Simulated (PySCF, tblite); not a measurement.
# C5H8FO2 radical: geometry, infrared bands and EPR parameters

Aim: predict the infrared bands and EPR parameters of C5H8FO2 radical (`C[C@H](F)[C@@H]1O[CH]CO1`).

Computed with tblite 0.8.0 and PySCF 2.14.0, with density-fitted response routines of our own, on a single molecule in the gas phase. Atoms count from 0, in the outputs and in this text.

## Step 1: Starting geometry

16 atoms, charge 0, multiplicity 2; geometry from: force field or distance geometry start.

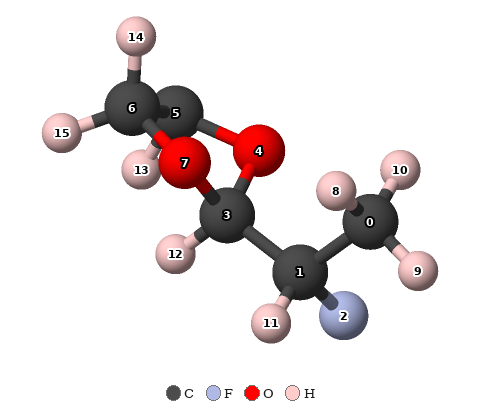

The starting geometry (carbon dark grey, fluorine light blue, oxygen red, hydrogen pink), atoms numbered; sticks join atoms by distance.

## Step 2: Geometry optimisation with GFN2-xTB

What the job is given:

```
{"job": {"kind": "relax", "xc": "GFN2-xTB", "basis": "xTB"}, "charge": 0, "multiplicity": 2}
C      2.160200     0.346900     0.216800
C      1.192300    -0.812200     0.326400
F      1.513900    -1.716400    -0.674600
C     -0.249000    -0.438800     0.196400
O     -0.542300     0.148100    -1.033500
C     -1.939300     0.308300    -0.855200
C     -1.926400     0.841800     0.582600
O     -0.645200     0.555600     1.075100
H      1.946500     1.039500     1.063500
H      3.169300    -0.049700     0.369500
H      2.000300     0.846800    -0.762700
H      1.373000    -1.286300     1.328500
H     -0.940600    -1.300400     0.308100
H     -2.322600    -0.749400    -0.805000
H     -2.101300     1.938400     0.508200
H     -2.696400     0.336700     1.214400
```

Launch:

```
$ OMP_NUM_THREADS=1 python probes_run.py task.json out
```

The driver reads the jobs from task.json and runs them one after another.

What it wrote:

```text
step      E/eV     max force
  0    -749.08080    2.724
  1    -749.34155    1.325
  2    -749.48018    1.118
  3    -749.55628    0.955
  4    -749.66989    1.127
  5    -749.75284    0.970
  6    -749.82686    0.640
  7    -749.89367    0.727
  8    -749.96061    0.650
  9    -750.02491    0.648
 10    -750.09196    0.625
 11    -750.15795    0.560
 12    -750.21393    0.493
 13    -750.25035    0.399
 14    -750.27257    0.360
 15    -750.28972    0.309
 16    -750.30515    0.578
 17    -750.30255    0.940
 18    -750.32435    0.267
 19    -750.33105    0.247
 20    -750.34546    0.221
 21    -750.35349    0.206
 22    -750.36226    0.248
 23    -750.36925    0.280
 24    -750.38009    0.291
 25    -750.39246    0.261
 26    -750.40610    0.260
 27    -750.41798    0.234
 28    -750.42888    0.268
 29    -750.44048    0.278
 30    -750.45076    0.223
 31    -750.45503    0.426
 32    -750.46054    0.297
 33    -750.46530    0.236
 34    -750.47278    0.140
 35    -750.47600    0.116
 36    -750.47946    0.121
 37    -750.48188    0.132
 38    -750.48434    0.111
 39    -750.48626    0.104
 40    -750.48815    0.132
 41    -750.49034    0.165
 42    -750.49335    0.167
 43    -750.49739    0.147
 44    -750.50196    0.166
 45    -750.50622    0.173
 46    -750.51038    0.165
 47    -750.51454    0.151
 48    -750.51886    0.140
 49    -750.52310    0.145
 50    -750.52667    0.146
 51    -750.52868    0.201
 52    -750.53176    0.141
 53    -750.53400    0.114
 54    -750.53800    0.159
 55    -750.53888    0.096
 56    -750.54009    0.057
 57    -750.54075    0.081
 58    -750.54117    0.059
 59    -750.54156    0.045
 60    -750.54203    0.047
 61    -750.54229    0.047
 62    -750.54285    0.056
 63    -750.54332    0.050
 64    -750.54370    0.049
 65    -750.54412    0.059
 66    -750.54467    0.059
 67    -750.54529    0.074
 68    -750.54578    0.070
 69    -750.54611    0.046
 70    -750.54632    0.055
 71    -750.54655    0.040
 72    -750.54678    0.036
 73    -750.54716    0.036
 74    -750.54743    0.042
 75    -750.54790    0.050
 76    -750.54840    0.059
 77    -750.54905    0.063
 78    -750.54978    0.061
 79    -750.55052    0.058
 80    -750.55111    0.072
 81    -750.55142    0.098
 82    -750.55187    0.048
 83    -750.55219    0.047
 84    -750.55258    0.035
 85    -750.55276    0.035
 86    -750.55301    0.029
 87    -750.55318    0.032
 88    -750.55339    0.038
 89    -750.55366    0.036
 90    -750.55402    0.033
 91    -750.55428    0.031
 92    -750.55441    0.029
 93    -750.55448    0.020
 94    -750.55454    0.020
 95    -750.55463    0.021
 96    -750.55470    0.022
 97    -750.55475    0.016
 98    -750.55477    0.012
 99    -750.55480    0.011
100    -750.55482    0.014
101    -750.55485    0.018
102    -750.55488    0.021
103    -750.55491    0.018
104    -750.55494    0.017
105    -750.55499    0.020
106    -750.55506    0.020
107    -750.55512    0.020
108    -750.55518    0.020
109    -750.55522    0.018
110    -750.55526    0.017
111    -750.55529    0.022
112    -750.55532    0.019
113    -750.55535    0.013
114    -750.55539    0.013
115    -750.55542    0.013
116    -750.55544    0.012
117    -750.55546    0.010
```

It took 0.69 s on 1 thread of Arm Neoverse V1, shared host.

Along the way: (not every step is listed)

```csv
step,energy from step 0 (eV),largest force (eV/Å)
0,0.0000,2.7242
1,-0.2608,1.3253
2,-0.3994,1.1179
3,-0.4755,0.9553
4,-0.5891,1.1270
5,-0.6720,0.9698
6,-0.7461,0.6398
7,-0.8129,0.7270
8,-0.8798,0.6501
18,-1.2436,0.2666
28,-1.3481,0.2676
38,-1.4035,0.1108
48,-1.4381,0.1396
58,-1.4604,0.0595
68,-1.4650,0.0701
78,-1.4690,0.0607
88,-1.4726,0.0383
98,-1.4740,0.0117
108,-1.4744,0.0199
112,-1.4745,0.0193
113,-1.4746,0.0132
114,-1.4746,0.0128
115,-1.4746,0.0128
116,-1.4746,0.0122
117,-1.4747,0.0097
```

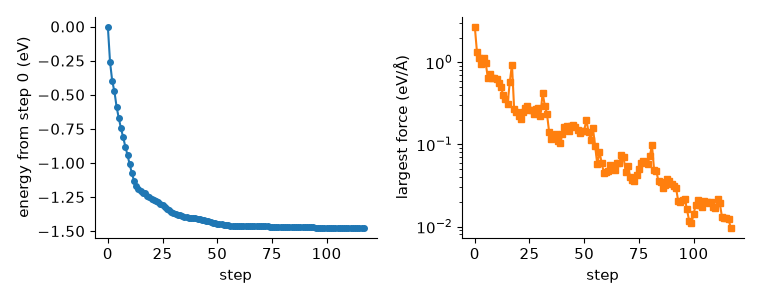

Energy and largest force along the relaxation.

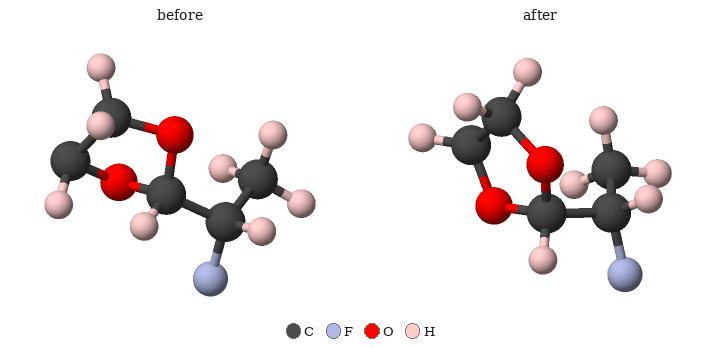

The geometry before (left) and after (right).

Close pairs (by a distance rule), those that changed most:

```csv
bond,before (Å),after (Å),change (Å)
C1–C3,1.495,1.553,+0.059
C5–H13,1.126,1.072,-0.054
O4–C5,1.417,1.369,-0.048
C5–C6,1.534,1.490,-0.044
C0–H8,1.115,1.086,-0.029
C1–H11,1.123,1.097,-0.026
C0–H10,1.111,1.087,-0.024
C6–O7,1.402,1.421,+0.019
```

The final coordinates are the input of the step that follows.

## Step 3: Infrared spectrum with GFN2-xTB

What the job is given:

```
{"job": {"kind": "ir", "xc": "GFN2-xTB", "basis": "xTB"}, "charge": 0, "multiplicity": 2}
C      1.763193     0.473811    -0.104663
C      1.214797    -0.775264     0.560611
F      1.890473    -1.880311     0.082283
C     -0.303217    -1.005741     0.325152
O     -0.729221    -0.547253    -0.926110
C     -1.431683     0.611411    -0.730234
C     -1.722260     0.753724     0.723949
O     -1.062434    -0.358559     1.312520
H      1.278570     1.354756     0.305392
H      2.833639     0.536760     0.073657
H      1.584855     0.429383    -1.176311
H      1.377535    -0.763944     1.645699
H     -0.484386    -2.090985     0.379890
H     -2.094709     0.884533    -1.527652
H     -1.328054     1.689143     1.150777
H     -2.794696     0.697479     0.963562
```

What it wrote:

```text
mode    cm-1     km/mol
  1      33.4      2.21
  2      66.6      4.33
  3     149.0      1.19
  4     192.9      0.74
  5     235.6      7.23
  6     268.9      3.13
  7     358.6      5.19
  8     455.5     12.42
  9     518.5     23.51
 10     586.1     10.75
 11     759.3      6.63
 12     779.6      2.56
 13     858.6      8.63
 14     924.3     22.42
 15     948.5     42.91
 16     979.7     42.29
 17     993.0     17.75
 18    1018.1     16.43
 19    1065.1      5.39
 20    1090.6     77.21
 21    1101.1     72.29
 22    1114.1      2.67
 23    1131.3     19.57
 24    1153.9     33.18
 25    1217.0     16.64
 26    1260.3      3.80
 27    1266.5     20.06
 28    1271.8     39.00
 29    1307.0     61.86
 30    1320.7     18.68
 31    1393.9     15.72
 32    1464.8      1.58
 33    1470.0      4.32
 34    1481.2      7.25
 35    2809.4     33.42
 36    2863.7     37.58
 37    2873.5     34.41
 38    2923.9     26.08
 39    3047.8     15.39
 40    3052.5      7.16
 41    3060.0     15.51
 42    3139.4     12.57
```

Wall time 0.45 s (1 thread of Arm Neoverse V1, shared host).

Which atoms move in the most intense modes:

```csv
cm⁻¹,km/mol,atoms
948,42.9,"C6 16 %, H15 16 %, H13 13 %, C3 13 %"
980,42.3,"H15 22 %, C6 19 %, H14 15 %, O7 12 %"
1091,77.2,"C3 29 %, O7 28 %, C6 15 %, C5 14 %"
1101,72.3,"C1 38 %, C0 12 %"
1272,39.0,"H11 59 %, H12 18 %"
1307,61.9,"C5 32 %, O4 18 %, H12 14 %, H11 12 %"
2864,37.6,"H15 54 %, H14 41 %"
2874,34.4,H12 93 %
```

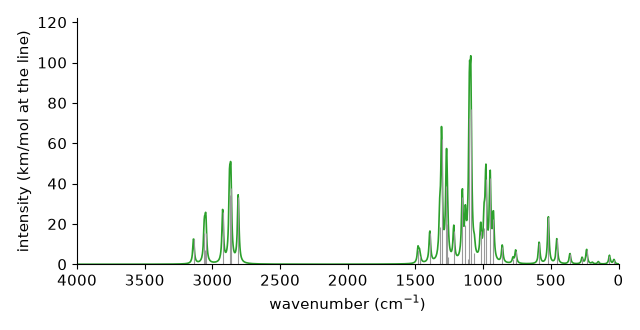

The infrared spectrum from these modes, unscaled. Lines are broadened to a width of 14 cm⁻¹ (Lorentzian).

## Step 4: g tensor and hyperfine couplings: B3LYP/pcH-1

Same as in step 3 but for these lines:

```diff
@@ -1,2 +1,2 @@
-{"job": {"kind": "ir", "xc": "GFN2-xTB", "basis": "xTB"}, "charge": 0, "multiplicity": 2}
+{"job": {"kind": "epr", "basis": "pcH-1"}, "charge": 0, "multiplicity": 2}
 C      1.763193     0.473811    -0.104663
```

With the program's defaults for keys left out, this is: UKS B3LYP, pcH-1 on C F H O, non-relativistic, mean-field spin-orbit, GIAO.

What it wrote:

```text
UKS, coarse grid
  cycle   1  E = -445.44591512  |g| = 6.45e-01
  cycle   2  E = -445.26407675  |g| = 9.91e-01
  cycle   3  E = -445.58082556  |g| = 8.53e-02
  cycle   4  E = -445.58299718  |g| = 4.36e-02
  cycle   5  E = -445.58374064  |g| = 1.30e-02
  cycle   6  E = -445.58379055  |g| = 5.47e-03
  cycle   7  E = -445.58380342  |g| = 1.06e-03
  cycle   8  E = -445.58380353  |g| = 5.68e-04
UKS, final grid
  cycle   1  E = -445.58376862  |g| = 7.34e-04
  cycle   2  E = -445.58376839  |g| = 1.08e-03
  cycle   3  E = -445.58376884  |g| = 9.93e-05
  cycle   4  E = -445.58376885  |g| = 2.07e-05
E = -445.58376885 Eh   <S^2> = 0.7533 (exact 0.7500)
g shifts (ppm)      1          2          3
  rmc          -193       -193       -193
  gc             -5         56         35
  oz_so         -13       1123       2114
  total        -212        986       1955
hyperfine (MHz)  atom isotope    a_iso     a_fc   dipolar eigenvalues
    0   13C       0.13       0.13     -0.84     -0.41      1.24
    1   13C       6.96       6.96     -1.16     -0.88      2.04
    2   19F       0.41       0.41     -1.00     -0.80      1.79
    3   13C      -3.77      -3.77     -1.63     -0.99      2.62
    4   17O     -24.81     -24.81    -69.24     33.47     35.78
    5   13C     178.36     178.36    -75.41    -74.68    150.10
    6   13C     -13.91     -13.91     -2.48     -1.31      3.79
    7   17O       1.36       1.36     -1.42      0.23      1.19
    8    1H       2.44       2.44     -3.52     -2.60      6.12
    9    1H       2.22       2.22     -1.13     -1.03      2.16
   10    1H       0.21       0.21     -3.39     -2.58      5.97
   11    1H       0.75       0.75     -1.40     -1.30      2.69
   12    1H       7.82       7.82     -2.94     -2.75      5.69
   13    1H     -17.11     -17.11    -34.21     -2.32     36.52
   14    1H      84.61      84.61     -5.47     -4.75     10.21
   15    1H      82.02      82.02     -4.42     -3.02      7.45
```

Wall time 78 s (1 thread of Arm Neoverse V1, shared host); peak memory 0.97 GiB.

Principal g values 2.00211, 2.00331, 2.00427; g(iso) = 2.00323, against 2.00232 for a free electron.

Hyperfine couplings; where a row names several nuclei, a(iso) is their mean (it holds for fast rotation or exchange) and the dipolar term the largest among them:

```csv
nuclei,isotope,a(iso) (MHz),"a(iso) (G, at g = 2.0023)",largest dipolar term (MHz)
C5,13C,178.4,63.6,150.1
H14,1H,84.6,30.2,10.2
H15,1H,82.0,29.3,7.4
O4,17O,-24.8,-8.9,-69.2
H13,1H,-17.1,-6.1,36.5
C6,13C,-13.9,-5.0,3.8
H12,1H,7.8,2.8,5.7
C1,13C,7.0,2.5,2.0
C3,13C,-3.8,-1.3,2.6
"H8, H9, H10",1H,1.6,0.6,6.1
O7,17O,1.4,0.5,-1.4
H11,1H,0.8,0.3,2.7
F2,19F,0.4,0.1,1.8
C0,13C,0.1,0.0,1.2
```

Mulliken spin populations:

C0 0.00; C1 0.01; F2 0.00; C3 -0.01; O4 0.13; C5 0.88; C6 -0.06; O7 0.00; H8 0.00; H9 0.00; H10 0.00; H11 0.00; H12 0.00; H13 -0.02; H14 0.03; H15 0.04

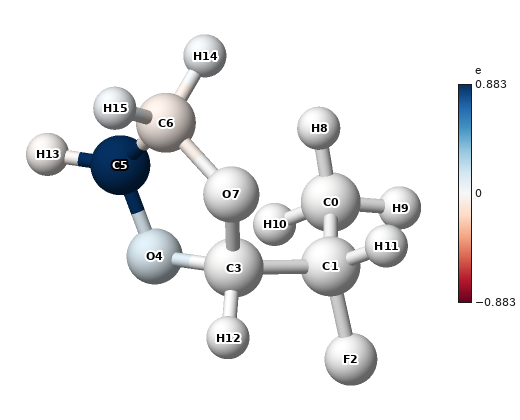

Mulliken spin populations, as colours on the atoms.

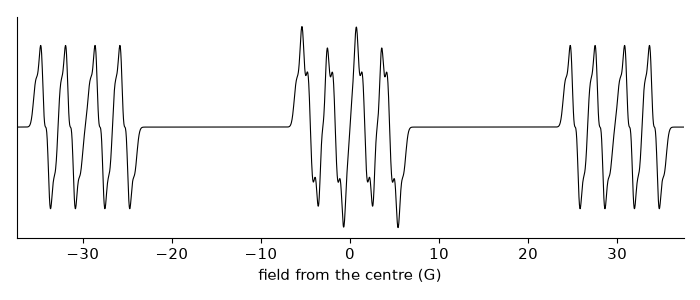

First-order isotropic spectrum (first derivative, main isotopes with spin only, couplings over 0.8 MHz, Gaussian width 0.3 G; couplings of the frozen geometry, rotation of groups not averaged beyond the rows shown).

The fields below are evaluated on a grid from the run's orbitals.

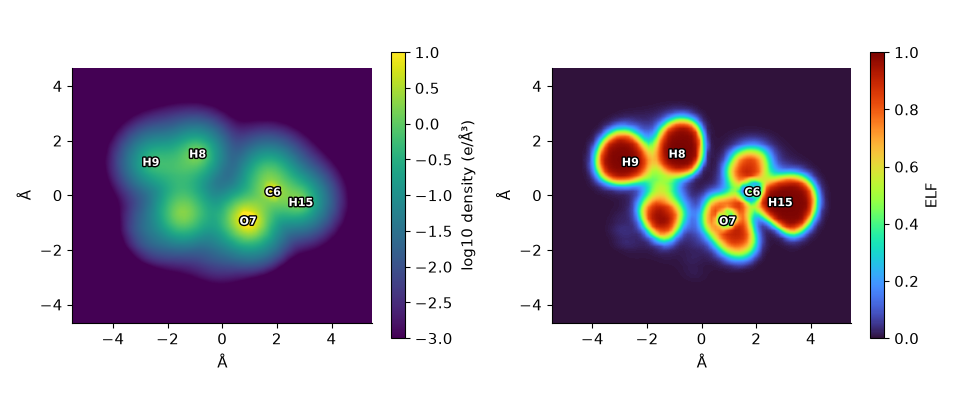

Density (left) and ELF (right) in a plane through or near 5 of the atoms.

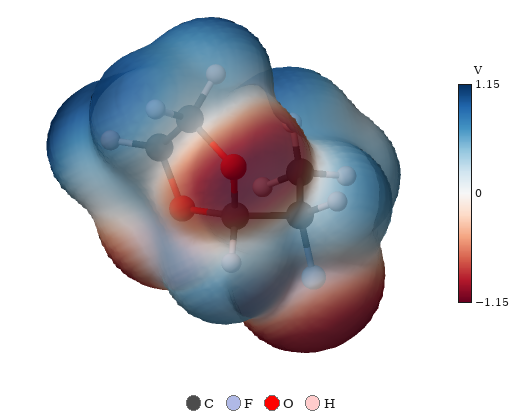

The potential that a unit positive charge feels on the 0.002 e/bohr³ surface, from -1.09 V near O7 to 1.15 V near H13.

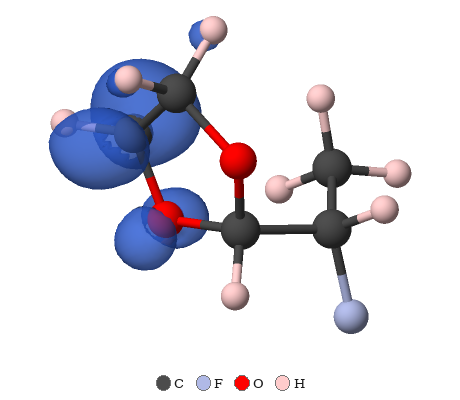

Spin density at ±0.05 e/Å³ (alpha excess blue, beta excess red).

## Step 5: What came out

```
                                                                  quantity                 value
                                 strongest single infrared mode (GFN2-xTB)  1091 cm⁻¹, 77 km/mol
                                              zero-point energy (GFN2-xTB)         77.2 kcal/mol
                                                            g(iso) (B3LYP)               2.00323
                                                                      ⟨S²⟩    0.753 (exact 0.75)
                                        largest a(iso) (averaged by class)  13C on C5, 178.4 MHz
potential on the surface of density 0.002 e/bohr³, 1st and 99th percentile    -1.09 V and 1.15 V
```

What this shows: Over 117 steps the energy fell by 1.475 eV; of the close pairs, C1–C3 changed most, 1.495 to 1.553 Å. All 42 modes are real, so the xTB geometry is a minimum. The strongest single mode, at 1091 cm⁻¹, is carried by C3, O7, C6, C5. Unscaled tight-binding wavenumbers are off by several per cent, some by more. Its intensities can rank the bands wrongly. Most of the unpaired spin sits on C5 (0.88 e). The isotropic g lies 0.9 ppt above the free-electron value. These values are for one conformer; the search (at its own cheap level) found 2 more, at 0.39, 0.40 kcal/mol, and measured spectra average over such forms.
